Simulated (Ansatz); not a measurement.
**Geometry relaxation of WH₅BrCl₂O**

System: WH₅BrCl₂O.
Method: RKS B3LYP-D4/def2-SVP (Ansatz 0.2.0).

It belongs to a series of runs on one base structure; here: end point B relaxed. Figures and captions count atoms from 1; the log counts them from 0 in places.

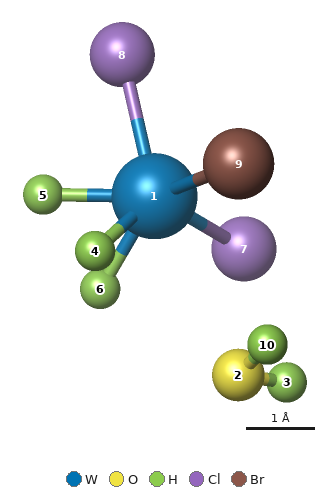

Figure 1. The structure as given in the input (ball-and-stick view, seen at an oblique angle; atoms are numbered from 1 in the order of the input). Sticks mark near contacts.

Results in brief:

- outcome: converged
- total energy: −99033.7994 eV
- mean-field energy: −99033.2171 eV
- largest force (length of the vector) at the end: 0.031 eV/Å
- hardware: 4 threads of Arm Neoverse V2, 24 GiB of memory available, shared host
- wall time: 37 s (CPU time 2.3 min)
- peak memory: 0.43 GiB

Input:
```yaml
crystal:
  periodic: [false, false, false]
  atoms:
    - { symbol: W, position_ang: [0.216506, -0.361904, -0.394315] }
    - { symbol: O, position_ang: [-0.000444, -0.506972, 2.720449] }
    - { symbol: H, position_ang: [-0.572107, -1.285486, 2.812204] }
    - { symbol: H, position_ang: [0.812682, 0.957164, 0.443351] }
    - { symbol: H, position_ang: [0.039636, 1.15163, -1.054902] }
    - { symbol: H, position_ang: [-0.880825, 0.696361, 0.279956] }
    - { symbol: Cl, position_ang: [-1.578609, -1.747144, 0.044753] }
    - { symbol: Cl, position_ang: [0.498051, -0.702142, -2.640218] }
    - { symbol: Br, position_ang: [2.429495, -1.195469, 0.538321] }
    - { symbol: H, position_ang: [0.910515, -0.876637, 2.8092] }
basis:
  gaussian: { orbitals: def2-SVP }
hamiltonian:
  xc: b3lyp
  dispersion: d4
relax:
  f_tol: 0.03
  max_steps: 50
output:
  orbitals: {}
```

Run as:
```bash
ansatz run input.yaml --threads 4 --pin off --max-ram 5120MiB --backend cpu --events-out ev --progress --plain --runs-dir out
```

Output:
```
The last accepted step is kept in [file] (removed where the run ends without a failure and the disk answers)
Engine: ansatz 0.2.0, aarch64-unknown-linux-gnu
Functional definition: B3LYP
  parameter a0 = 0.2
  parameter ax = 0.72
  parameter ac = 0.81
  exchange = (1 - a0 - ax)*slater_x + ax*b88_x + a0*exact_x
  correlation = (1 - ac)*vwn_rpa_c + ac*lyp_c
1441 factors; integrals over basis functions are off by at most 4.7e-4 eV
mean field evaluation 1: about -99027.2555 eV, gradient 5.3e1 eV
mean field evaluation 2: about -98934.4743 eV, gradient 1.8e2 eV
mean field evaluation 4: about -99031.4231 eV, gradient 2.4e1 eV
mean field evaluation 8: about -99032.7645 eV, gradient 7.7e-1 eV
mean field evaluation 16: about -99032.8100 eV, gradient 6.2e-4 eV
mean field -99032.80996268 eV, -3639.3886392791 hartree, gradient 2.4e-5 eV, S^2 0.000000; 0 other end points of the search recorded, 0 dependent functions left out
the calculation of the forces begins
reference -99032.81028404 eV, -3639.3886510888 hartree; 48, 48 occupied and 91, 91 virtual orbitals, 1441 factors
relax step   1: F+E_penalty+E_count = -99033.35907889 eV  Δ(F+E_penalty+E_count) = +0.000e0 eV  max|allowed force component| = 7.464e-1 eV/Å  Δτ_max = 0.0000 Å  (33 SCF iters, accepted)
these checks for a lower state are left out or cut short: starts, cluster_reference, orbital_swaps, neighbouring_geometries, increment
1441 factors; integrals over basis functions are off by at most 5.2e-4 eV
mean field -99032.89416312 eV, -3639.3917335881 hartree, gradient 1.5e-5 eV, S^2 0.000000; 0 other end points of the search recorded, 0 dependent functions left out
the calculation of the forces begins
reference -99032.89448370 eV, -3639.3917453690 hartree; 48, 48 occupied and 91, 91 virtual orbitals, 1441 factors
relax step   2: F+E_penalty+E_count = -99033.46216443 eV  Δ(F+E_penalty+E_count) = -1.031e-1 eV  max|allowed force component| = 1.235e0 eV/Å  Δτ_max = 0.1959 Å  (39 SCF iters, accepted)
these checks for a lower state are left out or cut short: starts, cluster_reference, orbital_swaps, neighbouring_geometries, increment
1441 factors; integrals over basis functions are off by at most 4.8e-4 eV
mean field evaluation 32: about -99033.0235 eV, gradient 6.7e-1 eV
mean field -99033.02835317 eV, -3639.3966649815 hartree, gradient 1.6e-5 eV, S^2 0.000000; 0 other end points of the search recorded, 0 dependent functions left out
the calculation of the forces begins
reference -99033.02867375 eV, -3639.3966767624 hartree; 48, 48 occupied and 91, 91 virtual orbitals, 1441 factors
relax step   3: F+E_penalty+E_count = -99033.60422797 eV  Δ(F+E_penalty+E_count) = -1.421e-1 eV  max|allowed force component| = 1.120e0 eV/Å  Δτ_max = 0.1951 Å  (35 SCF iters, accepted)
these checks for a lower state are left out or cut short: starts, cluster_reference, orbital_swaps, neighbouring_geometries, increment
1441 factors; integrals over basis functions are off by at most 5.7e-4 eV
mean field -99033.13671490 eV, -3639.4006472014 hartree, gradient 1.6e-5 eV, S^2 0.000000; 0 other end points of the search recorded, 0 dependent functions left out
the calculation of the forces begins
reference -99033.13703491 eV, -3639.4006589618 hartree; 48, 48 occupied and 91, 91 virtual orbitals, 1441 factors
relax step   4: F+E_penalty+E_count = -99033.71886273 eV  Δ(F+E_penalty+E_count) = -1.146e-1 eV  max|allowed force component| = 1.323e0 eV/Å  Δτ_max = 0.1952 Å  (39 SCF iters, accepted)
these checks for a lower state are left out or cut short: starts, cluster_reference, orbital_swaps, neighbouring_geometries, increment
1441 factors; integrals over basis functions are off by at most 4.7e-4 eV
mean field -99033.18274226 eV, -3639.4023386759 hartree, gradient 1.9e-5 eV, S^2 0.000000; 0 other end points of the search recorded, 0 dependent functions left out
the calculation of the forces begins
reference -99033.18306087 eV, -3639.4023503847 hartree; 48, 48 occupied and 91, 91 virtual orbitals, 1441 factors
relax step   5: F+E_penalty+E_count = -99033.76507736 eV  Δ(F+E_penalty+E_count) = -4.621e-2 eV  max|allowed force component| = 7.635e-1 eV/Å  Δτ_max = 0.1214 Å  (33 SCF iters, accepted)
these checks for a lower state are left out or cut short: starts, cluster_reference, orbital_swaps, neighbouring_geometries, increment
1441 factors; integrals over basis functions are off by at most 4.2e-4 eV
mean field -99033.21103882 eV, -3639.4033785554 hartree, gradient 2.4e-5 eV, S^2 0.000000; 0 other end points of the search recorded, 0 dependent functions left out
the calculation of the forces begins
reference -99033.21135737 eV, -3639.4033902617 hartree; 48, 48 occupied and 91, 91 virtual orbitals, 1441 factors
relax step   6: F+E_penalty+E_count = -99033.79275454 eV  Δ(F+E_penalty+E_count) = -2.768e-2 eV  max|allowed force component| = 3.068e-1 eV/Å  Δτ_max = 0.0451 Å  (34 SCF iters, accepted)
these checks for a lower state are left out or cut short: starts, cluster_reference, orbital_swaps, neighbouring_geometries, increment
1441 factors; integrals over basis functions are off by at most 4.5e-4 eV
mean field evaluation 64: about -99033.2143 eV, gradient 1.8e-5 eV
mean field -99033.21425007 eV, -3639.4034965665 hartree, gradient 1.8e-5 eV, S^2 0.000000; 0 other end points of the search recorded, 0 dependent functions left out
the calculation of the forces begins
reference -99033.21456821 eV, -3639.4035082579 hartree; 48, 48 occupied and 91, 91 virtual orbitals, 1441 factors
relax step   7: F+E_penalty+E_count = -99033.79654726 eV  Δ(F+E_penalty+E_count) = -3.793e-3 eV  max|allowed force component| = 1.951e-1 eV/Å  Δτ_max = 0.0439 Å  (34 SCF iters, accepted)
these checks for a lower state are left out or cut short: starts, cluster_reference, orbital_swaps, neighbouring_geometries, increment
1441 factors; integrals over basis functions are off by at most 4.3e-4 eV
mean field -99033.21635897 eV, -3639.4035740672 hartree, gradient 1.5e-5 eV, S^2 0.000000; 0 other end points of the search recorded, 0 dependent functions left out
the calculation of the forces begins
reference -99033.21667701 eV, -3639.4035857549 hartree; 48, 48 occupied and 91, 91 virtual orbitals, 1441 factors
relax step   8: F+E_penalty+E_count = -99033.79876657 eV  Δ(F+E_penalty+E_count) = -2.219e-3 eV  max|allowed force component| = 6.851e-2 eV/Å  Δτ_max = 0.0166 Å  (34 SCF iters, accepted)
these checks for a lower state are left out or cut short: starts, cluster_reference, orbital_swaps, neighbouring_geometries, increment
1441 factors; integrals over basis functions are off by at most 4.4e-4 eV
mean field -99033.21679108 eV, -3639.4035899469 hartree, gradient 1.4e-5 eV, S^2 0.000000; 0 other end points of the search recorded, 0 dependent functions left out
the calculation of the forces begins
reference -99033.21710916 eV, -3639.4036016362 hartree; 48, 48 occupied and 91, 91 virtual orbitals, 1441 factors
relax step   9: F+E_penalty+E_count = -99033.79912946 eV  Δ(F+E_penalty+E_count) = -3.629e-4 eV  max|allowed force component| = 2.918e-2 eV/Å  Δτ_max = 0.0100 Å  (36 SCF iters, accepted)
1441 factors; integrals over basis functions are off by at most 4.4e-4 eV
mean field evaluation 96: about -99033.2168 eV, gradient 5.8e-4 eV
```

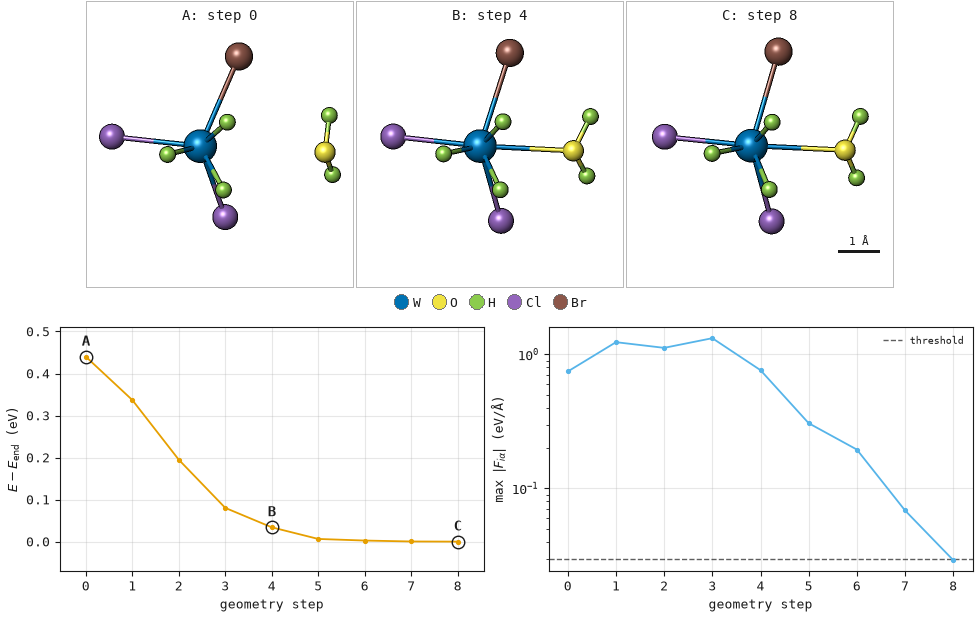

Figure 2. Frames of the relaxation (ball-and-stick view, seen on its broad side) above the curves, on which the letters mark them (the first geometry is step 0 here and step 1 in the log).

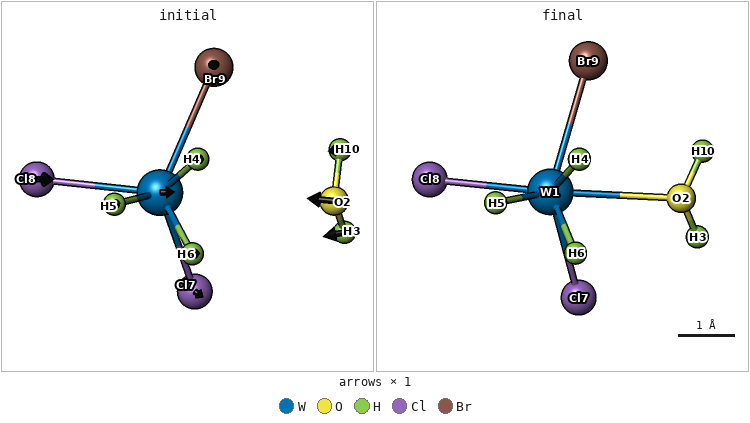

Figure 3. Before (left) and after (right) the relaxation, at one scale (ball-and-stick view, seen on its broad side). The black arrows give the displacements, at true length. The energy falls by 0.440 eV in 8 geometry steps. The largest force component goes from 0.75 to 0.029 eV/Å. The atom that moves furthest after the best rigid fit is O2 (0.52 Å). Largest moves by element: O 0.52 Å, H 0.41 Å, Cl 0.37 Å, W 0.28 Å, Br 0.22 Å. Among the contacts that change: W1–O2 3.126 → 2.347 Å, W1–Cl7 2.310 → 2.351 Å, W1–Br9 2.542 → 2.504 Å, W1–Cl8 2.289 → 2.307 Å. New bonds form: W1–O2 (3.13 → 2.35 Å). Among the angles that change: Cl7–W1–Br9 114.2° → 125.0°, Cl8–W1–Br9 101.8° → 95.1°, H5–W1–Br9 122.5° → 116.5°. (Atoms are counted from 1 in the order of the input.)

```
mean field -99033.21679108 eV, -3639.4035899469 hartree, gradient 1.4e-5 eV, S^2 0.000000; 1 other end points of the search recorded, 0 dependent functions left out
the calculation of the forces begins
reference -99033.21710916 eV, -3639.4036016362 hartree; 48, 48 occupied and 91, 91 virtual orbitals, 1441 factors
Total energy: -99033.79944754 eV, -3639.4250021769 hartree
Atom 0 at     0.223241    -0.367584    -0.118038 Å, force    -0.005887    -0.029182    -0.007143 eV/Å
Atom 1 at     0.059040    -0.581567     2.213209 Å, force     0.006070     0.001415    -0.007377 eV/Å
Atom 2 at    -0.643572    -1.222783     2.415891 Å, force    -0.002236    -0.001331     0.002391 eV/Å
Atom 3 at     0.810046     1.037060     0.573887 Å, force     0.007402     0.008803     0.007951 eV/Å
Atom 4 at     0.062014     1.056990    -0.947926 Å, force    -0.001223     0.006970    -0.008259 eV/Å
Atom 5 at    -0.870573     0.766483     0.437172 Å, force    -0.006277     0.002882     0.004941 eV/Å
Atom 6 at    -1.690018    -1.695401     0.204922 Å, force     0.003071     0.005836    -0.000533 eV/Å
Atom 7 at     0.484979    -0.918163    -2.343119 Å, force     0.000552     0.001754     0.002739 eV/Å
Atom 8 at     2.548993    -1.014088     0.546902 Å, force     0.001318     0.003305    -0.000447 eV/Å
Atom 9 at     0.890749    -0.931545     2.575900 Å, force    -0.002791    -0.000453     0.005739 eV/Å
Dipole moment:    -0.025002    -0.162336     0.729021 e Å
```

Trajectory as extended XYZ (Å, eV, eV/Å), 9 frames, from step=1 to step=9:
```
10
Properties=species:S:1:pos:R:3:forces:R:3 step=1 energy=-99033.35908
W     0.2165   -0.3619   -0.3943    0.6425  -0.3519   0.7464
O    -0.0004   -0.5070    2.7204    0.7321  -0.3732  -0.3588
H    -0.5721   -1.2855    2.8122   -0.0006   0.0487  -0.0117
H     0.8127    0.9572    0.4434    0.0020   0.0032   0.0004
H     0.0396    1.1516   -1.0549    0.0010   0.0124  -0.0264
H    -0.8808    0.6964    0.2800   -0.0066   0.0058  -0.0204
Cl   -1.5786   -1.7471    0.0448    0.0492   0.0368   0.0420
Cl    0.4981   -0.7021   -2.6402    0.0132   0.0289   0.0248
Br    2.4295   -1.1955    0.5383   -0.7017   0.2587  -0.3297
H     0.9105   -0.8766    2.8092   -0.7311   0.3308  -0.0666
10
Properties=species:S:1:pos:R:3:forces:R:3 step=2 energy=-99033.46216
W     0.2378   -0.3756   -0.3270   -0.6394   0.4118   0.1180
O     0.0084   -0.5248    2.5255    0.5648  -1.2353   0.3441
H    -0.5723   -1.2737    2.8085    0.2660   0.7411  -0.4300
H     0.8211    0.9694    0.4698    0.0343   0.0424   0.0590
H     0.0493    1.1259   -1.0327    0.0519  -0.0923   0.0950
H    -0.8783    0.6956    0.2944   -0.0043   0.0305   0.0851
Cl   -1.5672   -1.7500    0.0848   -0.1556  -0.1440   0.0034
Cl    0.5073   -0.6983   -2.5838    0.0392  -0.1166  -0.0176
Br    2.3685   -1.1771    0.5109    0.6813  -0.2046   0.1454
H     0.9003   -0.8620    2.8084   -0.8383   0.5670  -0.4023
10
Properties=species:S:1:pos:R:3:forces:R:3 step=3 energy=-99033.60423
W     0.2198   -0.3804   -0.2567   -0.0735   0.1172   0.4197
O     0.0265   -0.5472    2.3326    0.7094  -1.1203   0.9691
H    -0.5900   -1.2269    2.7019    0.2103   0.6325  -0.6466
H     0.8217    0.9708    0.5215    0.0265   0.0267   0.0214
H     0.0578    1.1122   -0.9751   -0.0101  -0.0534   0.0387
H    -0.8864    0.7039    0.3606   -0.0404   0.0467   0.0395
Cl   -1.5920   -1.7710    0.1192   -0.2033  -0.0970  -0.0508
Cl    0.5067   -0.7352   -2.5125   -0.0204  -0.0852   0.0260
Br    2.4250   -1.1790    0.4967    0.3259  -0.0446   0.0153
H     0.8857   -0.8178    2.7707   -0.9246   0.5774  -0.8323
10
Properties=species:S:1:pos:R:3:forces:R:3 step=4 energy=-99033.71886
W     0.2140   -0.3923   -0.1266    0.2238   0.2744  -0.5207
O     0.0323   -0.5199    2.1871    0.8067  -1.1159   1.3229
H    -0.5966   -1.2048    2.5080    0.0273   0.4365  -0.4441
H     0.8347    0.9970    0.5747   -0.0096   0.0137   0.0649
H     0.0479    1.0635   -0.9123    0.0135  -0.0893   0.1184
H    -0.9049    0.7247    0.4135    0.0037   0.0253   0.0883
Cl   -1.6397   -1.7753    0.1494   -0.1719  -0.0478   0.0819
Cl    0.4902   -0.7863   -2.3838    0.0201  -0.1822  -0.0150
Br    2.5123   -1.1743    0.5186   -0.0930   0.1123   0.0552
H     0.8846   -0.8028    2.6301   -0.8206   0.5731  -0.7519
10
Properties=species:S:1:pos:R:3:forces:R:3 step=5 energy=-99033.76508
W     0.2133   -0.3711   -0.1484    0.1412  -0.0276   0.3787
O     0.0460   -0.5480    2.1725    0.3079  -0.6859   0.7635
H    -0.5952   -1.2439    2.4232   -0.0206   0.2891  -0.2254
H     0.8210    1.0079    0.5919   -0.0273  -0.0402  -0.1159
H     0.0484    1.0888   -0.9077    0.0126   0.0267  -0.1816
H    -0.8785    0.7458    0.4572    0.0342  -0.0243  -0.1359
Cl   -1.6767   -1.7152    0.1916   -0.0355  -0.0198  -0.0588
Cl    0.4914   -0.9077   -2.3811   -0.0253   0.1126   0.1156
Br    2.5157   -1.0823    0.5712   -0.0360   0.0236  -0.1417
H     0.8896   -0.8450    2.5883   -0.3511   0.3456  -0.3985
10
Properties=species:S:1:pos:R:3:forces:R:3 step=6 energy=-99033.79276
W     0.2169   -0.3640   -0.1317    0.0881  -0.1160   0.1569
O     0.0419   -0.5672    2.2081    0.1513  -0.3068   0.2309
H    -0.6177   -1.2516    2.4284   -0.0114   0.1582  -0.1205
H     0.8181    1.0281    0.5808   -0.0164  -0.0100  -0.0351
H     0.0598    1.0708   -0.9454   -0.0028   0.0125  -0.0205
H    -0.8775    0.7636    0.4401    0.0171   0.0089  -0.0428
Cl   -1.6815   -1.7052    0.2060   -0.0053   0.0127  -0.0551
Cl    0.4936   -0.9064   -2.3584   -0.0284   0.0325   0.0405
Br    2.5369   -1.0541    0.5432   -0.0984   0.0504  -0.0222
H     0.8845   -0.8847    2.5876   -0.0938   0.1577  -0.1320
10
Properties=species:S:1:pos:R:3:forces:R:3 step=7 energy=-99033.79655
W     0.2163   -0.3676   -0.1143    0.1030   0.0449  -0.0579
O     0.0666   -0.5755    2.2175   -0.1951  -0.1216  -0.0008
H    -0.6286   -1.2325    2.4050    0.0307   0.0828   0.0119
H     0.8090    1.0371    0.5766   -0.0087  -0.0052  -0.0070
H     0.0623    1.0556   -0.9521    0.0029  -0.0195   0.0321
H    -0.8743    0.7754    0.4303   -0.0159  -0.0203   0.0314
Cl   -1.6963   -1.6988    0.1944    0.0185   0.0345   0.0616
Cl    0.4816   -0.9167   -2.3376    0.0133  -0.0181  -0.0236
Br    2.5427   -1.0207    0.5558   -0.0088   0.0080  -0.0320
H     0.8955   -0.9269    2.5834    0.0601   0.0146  -0.0157
10
Properties=species:S:1:pos:R:3:forces:R:3 step=8 energy=-99033.79877
W     0.2217   -0.3675   -0.1155   -0.0027   0.0323  -0.0180
O     0.0559   -0.5816    2.2143   -0.0685  -0.0501  -0.0026
H    -0.6404   -1.2322    2.4158    0.0283   0.0566  -0.0218
H     0.8105    1.0389    0.5740   -0.0027  -0.0076   0.0056
H     0.0658    1.0564   -0.9500   -0.0039  -0.0107   0.0063
H    -0.8712    0.7705    0.4358    0.0010  -0.0059   0.0029
Cl   -1.6935   -1.6915    0.2074   -0.0057  -0.0029  -0.0033
Cl    0.4863   -0.9225   -2.3380   -0.0020  -0.0052  -0.0169
Br    2.5499   -1.0093    0.5461   -0.0018  -0.0024   0.0115
H     0.8898   -0.9319    2.5688    0.0580  -0.0040   0.0362
10
Properties=species:S:1:pos:R:3:forces:R:3 step=9 energy=-99033.79913
W     0.2232   -0.3676   -0.1180   -0.0059  -0.0292  -0.0071
O     0.0590   -0.5816    2.2132    0.0061   0.0014  -0.0074
H    -0.6436   -1.2228    2.4159   -0.0022  -0.0013   0.0024
H     0.8100    1.0371    0.5739    0.0074   0.0088   0.0080
H     0.0620    1.0570   -0.9479   -0.0012   0.0070  -0.0083
H    -0.8706    0.7665    0.4372   -0.0063   0.0029   0.0049
Cl   -1.6900   -1.6954    0.2049    0.0031   0.0058  -0.0005
Cl    0.4850   -0.9182   -2.3431    0.0006   0.0018   0.0027
Br    2.5490   -1.0141    0.5469    0.0013   0.0033  -0.0004
H     0.8907   -0.9315    2.5759   -0.0028  -0.0005   0.0057
```

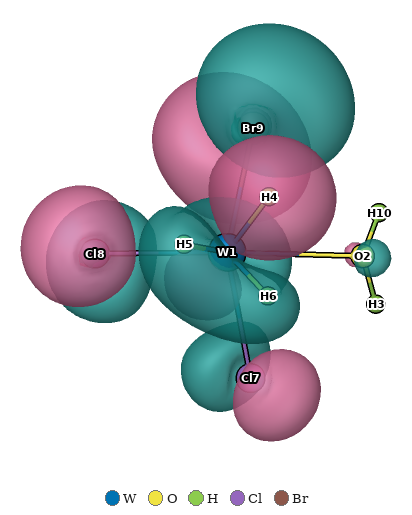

Figure 4. One frontier orbital at ±0.06 Å⁻³ᐟ² (teal and pink are the two phases), seen at a tilt. The HOMO, at −7.59 eV. By Hirshfeld shares it lies mainly on Br9 (45 %), W1 (20 %), Cl8 (15 %) and H4 (10 %).

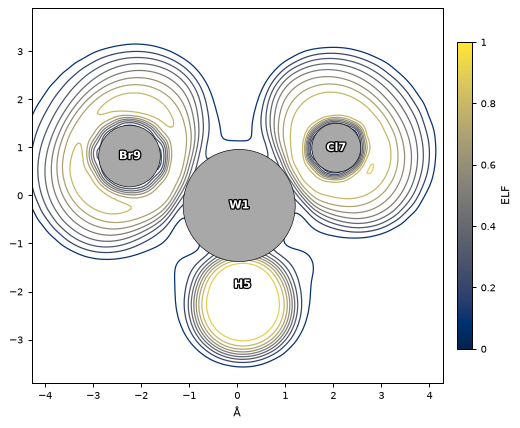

Figure 5. Electron localisation function on the plane of atoms Cl7, W1 and Br9. Grey discs, where drawn, cover atomic cores. W–Br (2.50 Å): the ELF peaks at about 0.80 in the valence shell of Br, 1.0 Å from its nucleus, and is about 0.50 at the midpoint. W–Cl (2.35 Å): the ELF peaks at about 0.85 in the valence shell of Cl, 0.8 Å from its nucleus, and is about 0.40 at the midpoint. W–H (1.66 Å): the ELF climbs to about 1 towards the hydrogen, as it does in any bond to H.
